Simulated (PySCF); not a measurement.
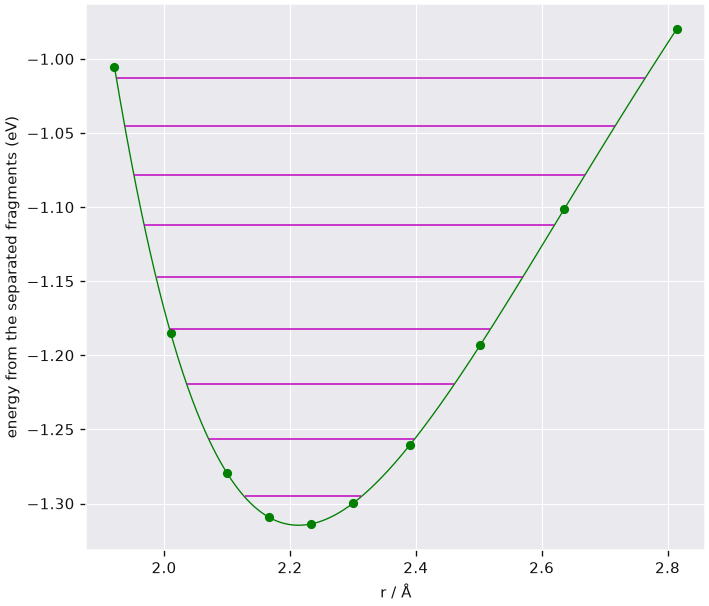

Bond curve of a diatomic species. r2SCAN0, Gaussian basis, PySCF, UKS. One reference determinant with the occupation held, the lowest that a PBE0 search over spins and occupations found; no spin-orbit coupling. Zero is the separated fragments in their ground configurations, without counterpoise. 2 further points of the run are not drawn. Horizontal lines: vibrational levels from ωe and ωexe, starting at v = 0.

Which species is it?
A. CCl, doublet
B. ClF⁻, doublet
C. GeBr⁺, singlet

Answer. Option B, ClF⁻, doublet (excess alpha electrons: σ +1). A fit to the curve gives re = 2.214 Å, ωe = 317 cm⁻¹, ωexe = 3.7 cm⁻¹, De = 1.31 eV (r2SCAN0/def2-TZVPPD).

Caveats: lowest determinant of a PBE0 search, another state may lie lower.
